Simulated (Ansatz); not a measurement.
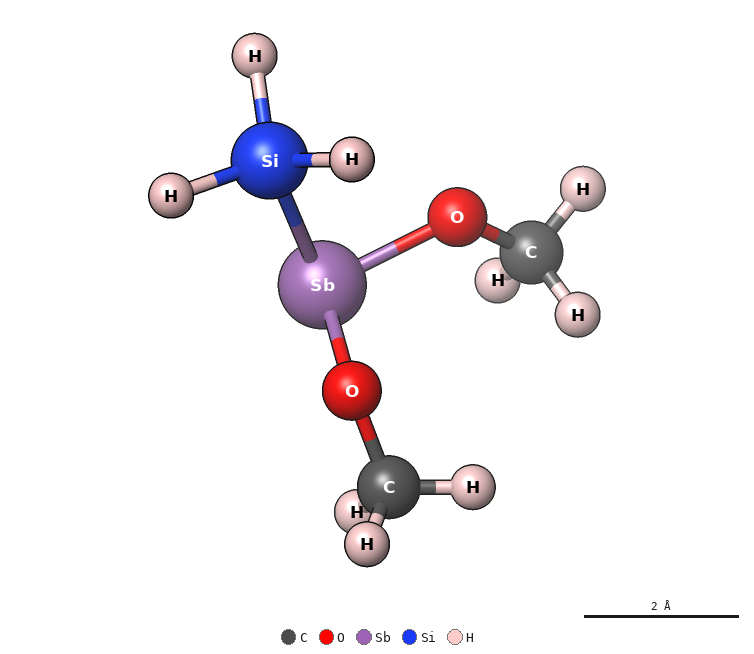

Distant atoms are faded towards the background colour. The geometry was computed by an optimisation with PBE0-D4/def2-TZVP. Masses are those of the most abundant isotopes; constants are for the rigid equilibrium geometry.

Question: What kind of rotor is it, and what are its rotational constants in GHz?

Answer: An asymmetric top (Cs): A = 1.82, B = 1.38, C = 1.01 GHz. Ray's parameter κ is −0.08, midway between the limits.
